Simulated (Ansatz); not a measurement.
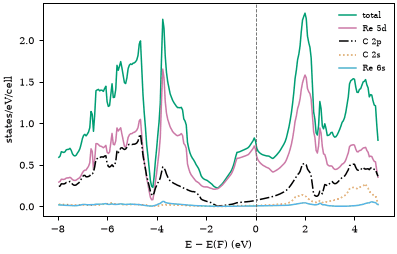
*Total and projected density of states of ReC in space group P-6m2 (No. 187; Re on 1a, C on 1d), plane-wave PAW LDA (Ansatz code)*

Problem. Which orbitals carry the states next to the Fermi level?

Solution. Within 0.5 eV of the Fermi level: Re 5d 85 %, C 2p 11 %. Projections are on Löwdin-orthogonalised atomic valence shells; empty p or d shells of many metals are not among them.

Problem. Where is the tallest occupied peak in this window, and what makes it?

Solution. Near -3.8 eV, about 2.3 states/eV per cell; the largest projected share is Re 5d.

The first step of the workflow began from a Materials Project structure, measured or hypothetical; the Crystallography Open Database copy checked does not list it. Whether it is the stable phase at ambient conditions was not checked. The cell was relaxed with LDA under the symmetry of its start; of distortions, only those at the zone centre were tested. No spin polarisation was allowed. Spin–orbit coupling is left out wherever it is not named.

Potentials: the later of the program's two PAW sets.
